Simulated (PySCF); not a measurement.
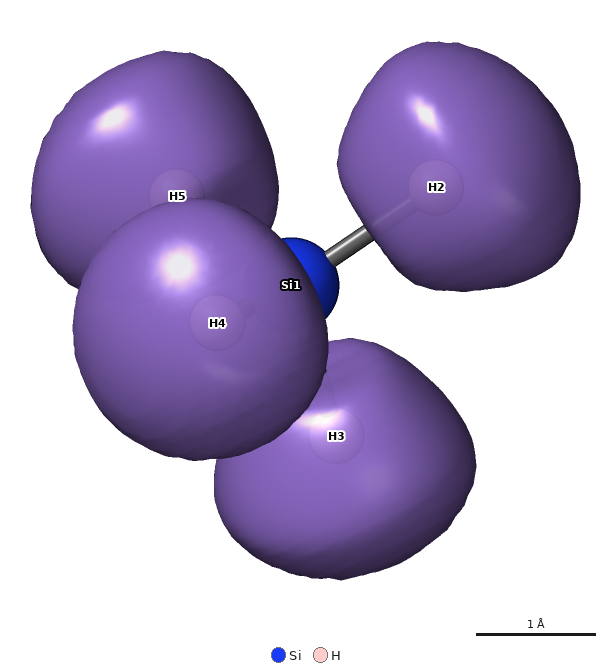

Figure. SiH$_{4}$. Isosurface of the electron localisation function at 0.9 (purple), seen at a tilt. Only the valence region is drawn (cores and ρ < 0.01 e/Å³ removed).

Geometry: PBE0-D3(BJ)/def2-SVP.

The calculation used PBE0/pcSseg-2, SCF density, gas phase, non-relativistic in PySCF.

```xyz
5

Si    0.0133   -0.0155   -0.0016
H     1.1406   -0.9666   -0.2333
H    -0.5867   -0.2742    1.3407
H     0.5245    1.3860   -0.0565
H    -1.0250   -0.2078   -1.0569
```

### Describe the localisation domains.

The ELF exceeds this value in four regions around hydrogen nuclei. Along the contacts the grid gives the following. Si–H (1.49 Å): the ELF climbs to about 1 towards the hydrogen, as it does in any bond to H.
